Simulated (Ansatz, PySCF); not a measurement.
Breaking the N2–H4 bond in iminoborane (SMILES B=N) (multiplicity 1 held, fragments rigid). Energies count from the point at 0.992 Å.
Geometry at that point (charge 0, multiplicity 1):
```
atom   x (Å)   y (Å)    z (Å)
----  ------  ------  -------
B     0.0000  0.0000  -0.6921
N     0.0000  0.0000   0.5409
H     0.0000  0.0000  -1.8589
H     0.0000  0.0000   1.5328
```

R- and RO- levels are restricted; in cc, def2 and unpolarised 6-31G sets they are followed outwards from rest. U- levels take the lowest unrestricted solution at each point, which mixes spins at long bonds. Left out are points that failed, MP2 points that dive below the minimum, coupled-cluster points behind a jump of the amplitudes or a sharp parting from full CI or MRCI, small-basis points behind a change of solution, and semi-empirical points at long bonds. Curves can end on different states.

Cores are frozen in the correlated methods. Rows in 6-31G* carry no dispersion term and start afresh at each structure (6-31G* with six Cartesian d functions).

The values were computed with Ansatz (Gaussian orbitals); PySCF for 6-31G* rows. Each number belongs to the level named beside it.

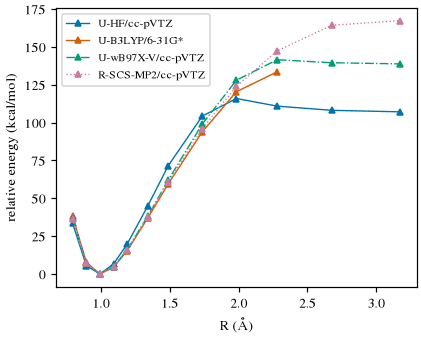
Relative energy along the coordinate

Doubts at one or more of the structures used: a spin-contaminated determinant (U-HF/cc-pVTZ, U-B3LYP/6-31G*, U-wB97X-V/cc-pVTZ); a restricted determinant that unrestricted orbitals would lower (R-SCS-MP2/cc-pVTZ).

Ansatz is a first-principles code.
